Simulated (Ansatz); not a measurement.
**ZrO2: pressure series**

Start from ZrO2 (space group P4_2/nmc, No. 137; a = 3.621 Å, c = 5.283 Å).

Cell and atoms are relaxed at each pressure.

Computed with PBE, PAW, 420 eV (Ansatz, a quantum-chemistry and plane-wave program; spin-orbit coupling left out).

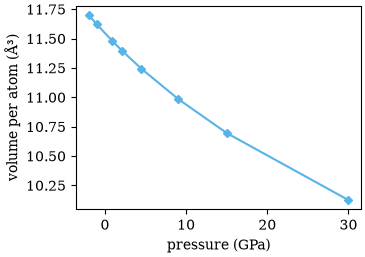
Figure: Volume against pressure

Estimate the zero-pressure bulk modulus from the plot.

About 160 GPa; a third-order Birch–Murnaghan fit to the points gives V₀ = 11.55 Å³/atom, B₀ = 158 GPa and B₀′ = 5.7.

Load acts through the strain it causes; cell and atoms are relaxed under it. Stability against distortions was not tested. No other phases were tried under pressure. This is not the structure that ZrO2 has at room temperature and ambient pressure.
